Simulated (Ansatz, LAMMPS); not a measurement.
## Structural relaxation of ionic liquid triethylsulfonium TFSI- with water, from a frame at 300 K (120 atoms)

How does ionic liquid triethylsulfonium TFSI- with water, from a frame at 300 K (120 atoms) relax, and what do bonds, charges and levels look like afterwards?

Main program and level: Ansatz 0.2.0; Kohn-Sham DFT, PBE+D4, PAW (set soft_2), plane waves.

## (1) Set-up

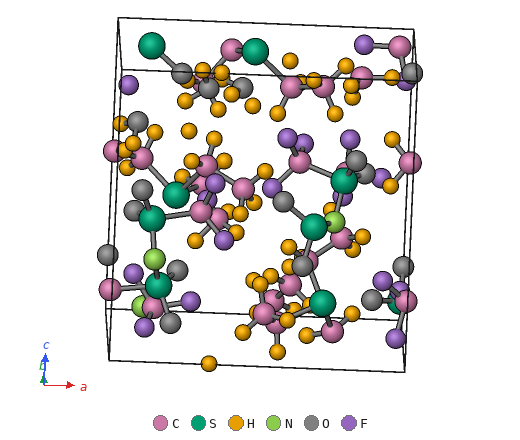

The cell as given, slightly off an axis (carbon pink, sulfur teal, hydrogen orange, nitrogen green, oxygen grey, fluorine purple). Bonds to atoms that aren't drawn are left out. Some periodic images of atoms are drawn too.

The cell holds 120 atoms: 24 C, 9 S, 51 H, 3 N, 15 O and 18 F. Cell: a = 10.614 Å, b = 10.614 Å, c = 10.614 Å, α = 90.0°, β = 90.0°, γ = 90.0°. 3 triethylsulfonium, 3 TFSI-, 3 H2O placed at random, at 1.74 g/cm³; overlaps pushed apart, then 10 ps at 700 K with MMFF94 bonds, angles, torsions, charges and radii (Halgren, J. Comput. Chem. 17, 490 (1996)) in harmonic and 12-6 forms; SPC/E water (Berendsen, Grigera and Straatsma, J. Phys. Chem. 91, 6269 (1987)); charges of ions scaled by 0.8. Snapshot after 30 ps at 300 K and fixed volume.

Before any run, some limits are plain. The network of contacts between molecules at the start is that of the classical potential that made the cell. Sampling is at Γ alone, for a cell whose shortest periodic width is 11 Å.

## (2) Single point at the start

A single point comes first, to see the forces before anything moves.

File input.yaml:

```yaml
crystal:
  lattice:
    - [10.61386, 0.0, 0.0]
    - [0.0, 10.61386, 0.0]
    - [0.0, 0.0, 10.61386]
  atoms:
    - { symbol: C, position: [0.4396, 0.58647, 0.50246] }
    - { symbol: C, position: [0.31244, 0.62946, 0.56897] }
    - { symbol: S, position: [0.21592, 0.7152, 0.44989] }
    - { symbol: C, position: [0.0962, 0.76861, 0.56183] }
    [... 110 atom lines left out ...]
    - { symbol: O, position: [0.4208, 0.52425, 0.86047] }
    - { symbol: H, position: [0.38339, 0.43817, 0.85221] }
    - { symbol: H, position: [0.35226, 0.58686, 0.87658] }
    - { symbol: O, position: [0.068, 0.30112, 0.76891] }
    - { symbol: H, position: [0.01222, 0.37389, 0.74722] }
    - { symbol: H, position: [0.05398, 0.23133, 0.70718] }
kpoints:
  mp_grid: { grid: [1, 1, 1] }
hamiltonian:
  xc: pbe
  dispersion: d4
scf:
  occupations: { method: fixed }
output:
  forces: true
  stress: true
  populations: intrinsic
  dos:
    method: { smearing: { sigma: 0.08 } }
    de: 0.1
    projected: { site_lists: { C: [C], F: [F], H: [H], "N": ["N"], O: [O] } }
  eigenvalues: true
```

The run is started by

```bash
$ ansatz run input.yaml --threads 4 --pin off --max-ram 8192MiB --backend cpu --events-out ev --progress --plain --runs-dir out
```

The job ended after 17 s (4 threads of Arm Neoverse V2, shared host; peak memory 1.5 GiB).

Numbers from this run:

```yaml
free_energy: -39150.8061 eV
free_energy_per_atom: -326.2567 eV/atom
scf_cycles: 10
pressure: 2.8 GPa
r_m_s_force_component: 0.9648 eV/Å
longest_force: 5.056 eV/Å
fermi_energy: 1.061 eV
spacing_of_highest_filled_and_lowest_empty_level: 3.814 eV
```

The r.m.s. force component of 0.96 eV/Å and the pressure of 2.8 GPa set the starting point.

Neighbours are counted within 1.34 Å (H-C), 1.21 Å (H-O), 1.85 Å (C-C), 1.62 Å (C-F), 2.21 Å (C-S), 1.93 Å (O-S), 1.98 Å (S-N).

Length of the force by element and coordination:

```csv
element,coordination,atoms,mean length of the force (eV/Å),spread,least,most
C,all,24,1.83,0.758,0.826,3.79
F,all,18,1.17,0.474,0.428,2.22
H,all,51,0.971,0.452,0.243,2.11
N,all,3,1.72,0.463,1.39,2.38
O,all,15,1.27,0.827,0.342,3.54
O,1,12,1.47,0.803,0.566,3.54
O,2,3,0.458,0.124,0.342,0.629
S,all,9,3.33,1.06,2.21,5.06
S,3,3,2.46,0.335,2.21,2.93
S,4,6,3.77,1.02,2.37,5.06
```

## (3) Cell and atoms relaxed

Cell and atoms are freed together, to release stress as well as forces.

input.yaml, the sections that differ from step 2:

```yaml
output:
  forces: true
relax:
  f_tol: 0.05
  max_steps: 200
  cell: {}
# crystal, kpoints, hamiltonian, scf: as in step 2
```

The job ended after 9.9 min (4 threads; peak memory 1.5 GiB; 38 min of CPU time).

Relaxation path (22 of 58):

```csv
step,energy less that of the first step (eV),largest force component (eV/Å),pressure (GPa),volume (Å³)
1,0.0000,3.7221,2.80,1195.69
4,-6.8257,0.9702,-0.23,1279.57
6,-7.2698,0.3743,-0.01,1280.31
9,-7.4164,0.3833,-0.29,1278.40
12,-7.4893,0.4106,0.21,1278.04
15,-7.5300,0.3272,0.15,1277.86
17,-7.5737,0.0598,-0.02,1276.85
20,-7.6243,0.1932,-0.16,1277.79
23,-7.6661,0.1112,-0.04,1277.49
25,-7.6731,0.2039,0.03,1278.56
28,-7.7074,0.2390,-0.10,1278.00
31,-7.7270,0.0699,0.04,1277.04
34,-7.7273,0.0443,-0.02,1279.97
36,-7.9741,0.2067,-0.05,1344.40
39,-8.0588,0.1349,0.01,1330.75
42,-8.0476,0.0390,-0.04,1336.29
44,-8.0442,0.0445,-0.03,1338.36
47,-8.0373,0.0576,-0.06,1341.29
50,-8.3190,0.0446,0.10,1341.66
53,-8.2738,0.0354,-0.03,1362.12
55,-8.3444,0.0832,-0.08,1363.87
58,-8.3578,0.0212,0.00,1365.64
```

Relaxation steps 15, 25, 38 were tried and not accepted.

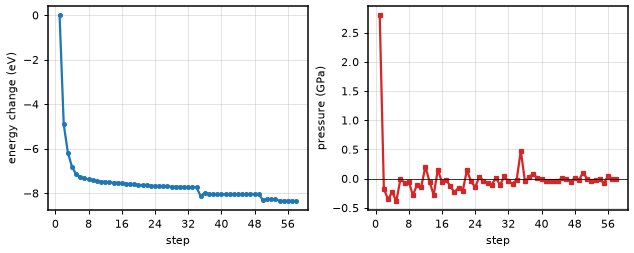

Energy and pressure along the relaxation.

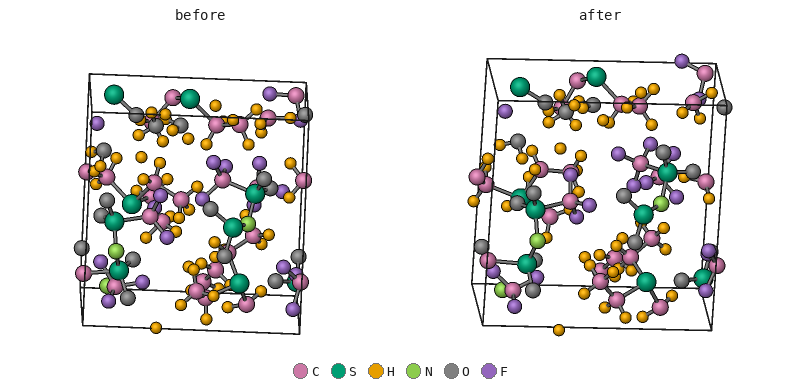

Before and after, at one scale. Bonds to atoms that aren't drawn are left out.

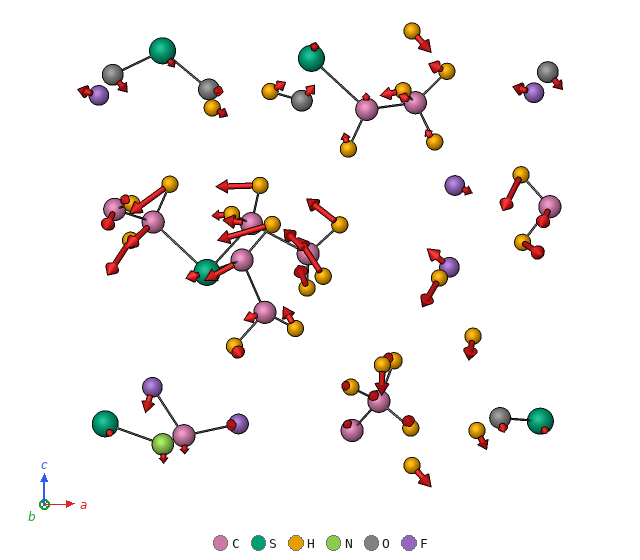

Displacements in the relaxation, scaled, measured against the changing cell; the longest in the cell stands for 2.08 Å. Drawn is a slice 4 Å thick, seen along the normal of the ac plane. Bonds to atoms that aren't drawn are left out.

```csv
cell as run,before,after,change
a (Å),10.614,11.194,+5.5 %
b (Å),10.614,10.963,+3.3 %
c (Å),10.614,11.175,+5.3 %
α (°),90.00,88.85,-1.3 %
β (°),90.00,87.16,-3.2 %
γ (°),90.00,94.23,+4.7 %
volume (Å³/atom),9.96,11.38,+14.2 %
```

The atoms that moved most (Å, as changes of fractional coordinates times the final cell):

```csv
atom,dx,dy,dz,length
H16,-0.745,-1.591,-1.112,2.080
H15,0.523,-1.988,-0.271,2.074
H14,-0.904,-1.463,-1.089,2.035
H19,-1.877,0.339,-0.570,1.991
F81,0.197,1.910,0.264,1.938
H9,-0.788,1.167,1.243,1.878
H18,-1.297,-0.570,-1.202,1.858
H13,-1.418,-0.497,-0.961,1.783
```

The relaxation changed the energy by -69.6 meV/atom, and atoms moved by 0.93 Å r.m.s., 2.1 Å at most.

## (4) Distances and neighbours after relaxation

Bonds before and after, by the cutoffs listed below:

```csv
pair,bonds before,bonds after,mean before (Å),mean after (Å),spread before (Å),spread after (Å)
H-C,45,45,1.093,1.097,0.026,0.002
H-O,6,6,1.000,0.981,0.000,0.008
C-C,9,9,1.526,1.520,0.029,0.001
C-F,18,18,1.365,1.345,0.023,0.008
C-S,15,15,1.822,1.848,0.034,0.033
O-S,12,12,1.454,1.454,0.023,0.004
S-N,6,6,1.557,1.598,0.020,0.006
```

Density 1.52 g/cm³, 11.38 Å³ an atom.

Pair distribution functions g(r), in bins of 0.2 Å:

```csv
r (Å),total,H-H,H-C,H-F,H-O,H-S,H-N
0.90,0.48,0.00,0.00,0.00,4.48,0.00,0.00
1.10,2.93,0.00,17.25,0.00,0.00,0.00,0.00
1.30,0.76,0.00,0.00,0.00,0.00,0.00,0.00
1.50,0.93,0.54,0.00,0.00,0.00,0.00,0.00
1.70,0.97,4.78,0.00,0.00,0.45,0.00,0.00
1.90,0.37,0.00,0.00,0.00,0.38,0.00,0.00
2.10,1.01,0.18,3.98,0.00,0.17,0.00,0.00
2.30,0.53,0.85,0.27,0.10,0.78,3.64,0.00
2.50,0.99,3.23,0.00,0.46,1.28,0.20,0.58
2.70,1.04,1.27,0.41,0.88,0.58,0.17,0.00
2.90,1.04,0.85,1.51,0.56,0.94,1.35,0.00
3.10,1.07,1.52,0.79,1.17,1.10,1.60,0.75
3.30,0.83,0.46,0.94,0.93,0.93,0.34,1.30
3.50,0.83,0.95,0.94,0.97,0.58,0.48,0.29
3.70,1.03,0.67,1.23,1.03,1.04,2.00,0.00
3.90,1.00,1.41,0.94,0.51,1.12,0.76,0.23
4.10,0.87,0.67,0.82,1.09,1.10,0.85,1.68
4.30,0.99,1.20,1.15,0.89,1.20,0.58,1.36
4.50,1.01,0.86,1.30,1.16,0.79,0.88,1.03
4.70,1.10,1.09,0.99,1.40,1.15,1.44,1.13
4.90,1.03,1.13,1.27,1.04,0.91,0.89,0.89
5.10,1.07,0.84,0.95,1.25,1.01,0.96,1.64
5.30,0.99,1.02,1.00,1.22,1.06,1.01,0.76
```

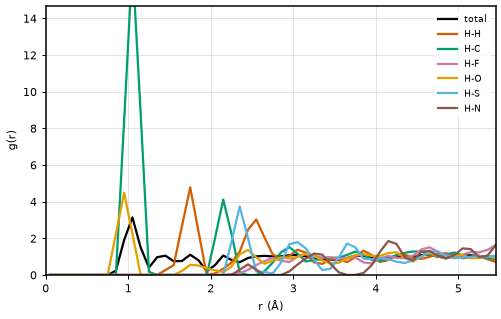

Pair distribution functions, lightly smoothed, with peaks cut at 14.

Bonds by pair of elements; cutoffs follow the first minimum of g(r), held within bounds set by covalent radii, and pairs that aren't listed don't count as bonded:

```csv
pair A-B,cutoff (Å),bonds,mean length (Å),spread (Å),shortest (Å),B about A,A about B
H-C,1.34,45,1.10,0.002,1.09,0.882,1.88
H-O,1.21,6,0.981,0.008,0.973,0.118,0.4
C-C,1.85,9,1.52,0.001,1.52,0.75,0.75
C-F,1.62,18,1.34,0.008,1.33,0.75,1
C-S,2.21,15,1.85,0.033,1.82,0.625,1.67
O-S,1.88,12,1.45,0.004,1.45,0.8,1.33
S-N,2.02,6,1.60,0.006,1.59,0.667,2
```

How many atoms have how many bonded neighbours:

```csv
element,mean,1,2,3,4
C,4,0,0,0,24
F,1,18,0,0,0
H,1,51,0,0,0
N,2,0,3,0,0
O,1.2,12,3,0,0
S,3.67,0,0,3,6
```

Bond angles, per cent of each kind in bins of 5°:

```csv
angle (°),C-C-H,H-C-H,F-C-F,F-C-S,H-C-S
100–105,0.0,0.0,0.0,0.0,44.4
105–110,22.2,97.2,100.0,50.0,55.6
110–115,77.8,2.8,0.0,50.0,0.0
```

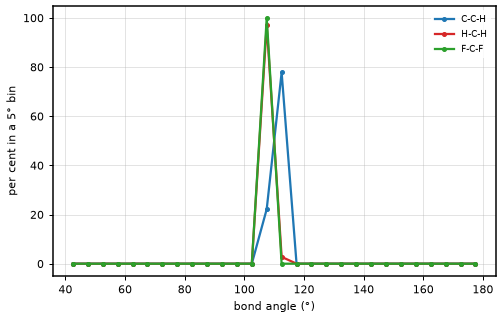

Distributions of the most common bond angles.

Bond angles (no mean is given where the spread exceeds 20°):

```csv
angle,count,mean (°),spread (°)
C-C-H,45,111,1.9
H-C-H,36,108,0.9
F-C-F,18,109,0.7
F-C-S,18,110,1.1
H-C-S,18,106,2
```

Bond length by coordination (bonds to H left out):

```csv
element,coordination,atoms,mean bond length (Å)
O,1,12,1.45
S,3,3,1.82
S,4,6,1.60
```

By these cutoffs all C atoms have 4, all F atoms have 1, all H atoms have 1 and all N atoms have 2 bonded neighbours. The C-C-H angle averages 111° with a spread of 1.9°.

## (5) Single point at the relaxed geometry

One more single point at the end of the walk gives the fuller output and checks the residual forces.

File input.yaml:

```yaml
crystal:
  lattice:
    - [11.18267, -0.40998, 0.27911]
    - [-0.40998, 10.95493, 0.11606]
    - [0.27911, 0.11606, 11.17137]
  atoms:
    - { symbol: C, position: [0.37951, 0.66949, 0.56436] }
    - { symbol: C, position: [0.2436, 0.64928, 0.57779] }
    - { symbol: S, position: [0.16887, 0.68471, 0.44149] }
    - { symbol: C, position: [0.01359, 0.6852, 0.4991] }
    [... 110 atom lines left out ...]
    - { symbol: O, position: [0.44593, 0.50611, 0.8958] }
    - { symbol: H, position: [0.39709, 0.4265, 0.89671] }
    - { symbol: H, position: [0.38625, 0.5663, 0.89948] }
    - { symbol: O, position: [0.11453, 0.25936, 0.77251] }
    - { symbol: H, position: [0.03795, 0.28745, 0.75025] }
    - { symbol: H, position: [0.13459, 0.20491, 0.7074] }
kpoints:
  mp_grid: { grid: [1, 1, 1] }
hamiltonian:
  xc: pbe
  dispersion: d4
scf:
  occupations: { method: fixed }
output:
  forces: true
  stress: true
  populations: intrinsic
  dos:
    method: { smearing: { sigma: 0.15 } }
    de: 0.1
    projected: { site_lists: { C: [C], F: [F], H: [H], "N": ["N"], O: [O] } }
  eigenvalues: true
  write_density: true
  write_potential: true
  volumetric_format: npy
```

The job ended after 19 s (4 threads; peak memory 1.6 GiB).

The program notes that the exchange-correlation potential is rough where the density is thin.

Numbers from this run:

* free energy: -39159.1639 eV
* free energy per atom: -326.3264 eV/atom
* SCF cycles: 10
* pressure: -0.00457 GPa
* r.m.s. force component: 0.0053 eV/Å
* longest force: 0.02581 eV/Å
* Fermi energy: -0.3108 eV
* gap (highest filled to lowest empty level): 4.879 eV

Intrinsic-atomic-orbital charges by element and coordination:

```csv
element,coordination,atoms,mean charge (e),spread,least,most
C,all,24,-0.208,0.459,-0.537,0.592
F,all,18,-0.262,0.0124,-0.285,-0.237
H,all,51,0.220,0.0604,0.173,0.395
N,all,3,-1.09,0.0098,-1.10,-1.08
O,all,15,-0.875,0.0372,-0.908,-0.787
O,1,12,-0.893,0.0085,-0.908,-0.882
O,2,3,-0.806,0.0251,-0.842,-0.787
S,all,9,1.65,0.642,0.741,2.13
S,3,3,0.747,0.0052,0.741,0.754
S,4,6,2.11,0.0123,2.09,2.13
```

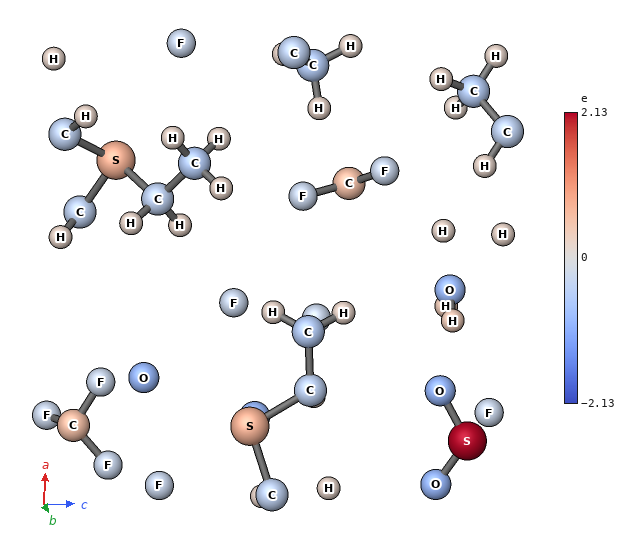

Atoms coloured by intrinsic-atomic-orbital charge. Drawn is a slice 4 Å thick, seen along the normal of the ac plane. Bonds to atoms that aren't drawn are left out.

States in the cell by windows of 1 eV, zero at the Fermi level; the larger projections on atomic orbitals stand beside the total:

```csv
from (eV),to (eV),total,F p,C p,O p,H s,C s
-14,-13,11.7,0.0,0.7,0.0,2.8,7.2
-13,-12,6.3,1.1,0.5,0.1,0.1,1.0
-12,-11,12.0,2.4,1.3,0.1,1.4,3.8
-11,-10,6.6,2.2,0.3,0.2,0.2,0.6
-10,-9,16.7,1.9,3.5,0.3,3.7,4.6
-9,-8,36.7,18.8,7.4,0.5,1.8,1.5
-8,-7,0.1,0.1,0.0,0.0,0.0,0.0
-7,-6,18.1,1.3,4.4,5.2,2.3,0.1
-6,-5,42.4,11.7,11.5,7.0,5.3,0.3
-5,-4,55.5,32.7,7.1,7.1,2.3,0.1
-4,-3,53.2,20.2,16.8,5.2,7.1,0.1
-3,-2,33.4,0.6,12.1,8.1,8.1,0.0
-2,-1,35.1,1.6,3.0,22.4,1.7,0.4
-1,0,24.8,1.2,0.9,15.3,0.1,0.5
0,1,1.4,0.0,0.0,1.2,0.0,0.0
1,4,0.0,0.0,0.0,0.0,0.0,0.0
4,5,3.9,0.0,1.1,0.0,0.3,0.5
```

With fixed occupations the program's Fermi level is the highest filled level; weight inside the gap is the broadening of levels at its edges.

Between -26 and -14 eV lie 66 more states.

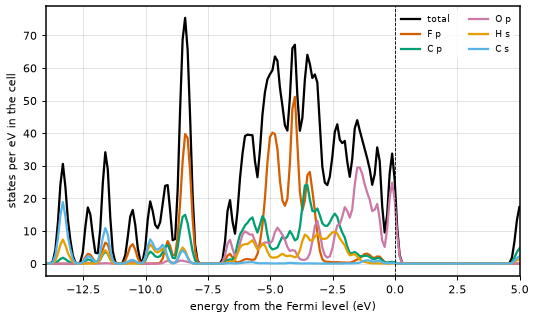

Total and projected density of states, with the broadening of the input.

Not all projections were asked for or kept, so they needn't add up to the total.

The levels nearest the highest filled one (over half full), pooled over k-points and spins:

```csv
level less the highest filled one (eV),occupation
-0.242,2
-0.216,2
-0.121,2
-0.0937,2
-0.072,2
0,2
4.88,0
4.98,0
5.12,0
5.16,0
5.31,0
5.34,0
```

Mean intrinsic-atomic-orbital charges: C -0.21, F -0.26, H +0.22, N -1.09, O -0.88, S +1.65 e.

1 further run on a deliberately doubtful input is not shown.

## (6) Results

```yaml
energy_change_in_the_relaxation: -69.65 meV/atom
r_m_s_displacement: 0.926 Å
largest_displacement: 2.08 Å
free_energy_per_atom: -326.3264 eV/atom
pressure: -0.00457 GPa
r_m_s_force_component: 0.0053 eV/Å
spacing_of_highest_filled_and_lowest_empty_level: 4.879 eV
wall_time_of_the_3_dft_runs: 11 min
```

In words: Relaxation lowers the energy by 69.6 meV/atom and moves atoms by 0.93 Å r.m.s.; the r.m.s. force component goes from 0.96 to 0.0053 eV/Å, the pressure goes from 2.8 to -0.0046 GPa, and the gap from 3.81 to 4.88 eV. Displacements are taken in the final cell, so they leave out its strain. By the final cutoffs no bond was broken or made. The cell grew by 14.2 % in volume. First to last step the energy falls by 8.358 eV; the largest move, 2.08 Å, is that of H16, with 1 other atom within 2 % of it. The S-N bonds change most in mean length: from 1.557 Å (spread 0.020) to 1.598 Å (spread 0.006). By these cutoffs all C atoms have 4, all F atoms have 1, all H atoms have 1 and all N atoms have 2 bonded neighbours. Between filled and empty levels lie 4.88 eV (at Γ alone); a semilocal functional tends to put such gaps too low. In a disordered cell it changes from sample to sample and from frame to frame.

**Limits.** The network of contacts between molecules at the start is that of the classical potential that made the cell; in DFT atoms moved by 0.93 Å r.m.s.

[Logs are printed without paths, hosts, clocks, repeated set-up lines and the standing remarks that a program may print on its own settings, such as how far it seeks lower states.]

[Hosts, paths, dates, database ids (printed as entryN), source tags and the programs' standing remarks are cut or masked in the printed files.]

[The MMFF94 radii named for the starting cell were scaled by 0.96; in molecules described by MMFF94, hydrogen bound to N, O or S took a small fixed 12-6 site in their place.]
